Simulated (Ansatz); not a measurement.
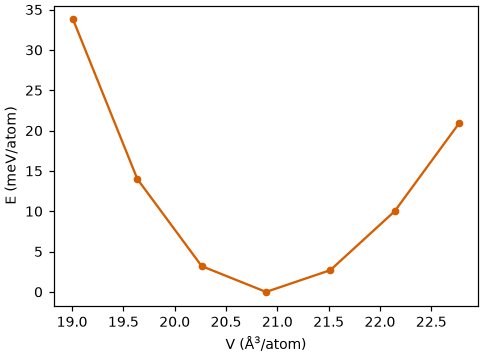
As (A7 (α-As type), space group No. 166) under volume change, plane-wave PAW PBE+D3(BJ) (Ansatz code), shape and atoms relaxed at each volume.

What does a third-order Birch–Murnaghan fit give for V₀, B₀ and B′?

V₀ = 20.90 Å³/atom, B₀ = 49.4 GPa, B′ = 6.6.

Space group R-3m (A7 (α-As type)). The cell was relaxed with PBE+D3(BJ) under the symmetry of its start.

Potentials: the later of the program's two PAW sets.
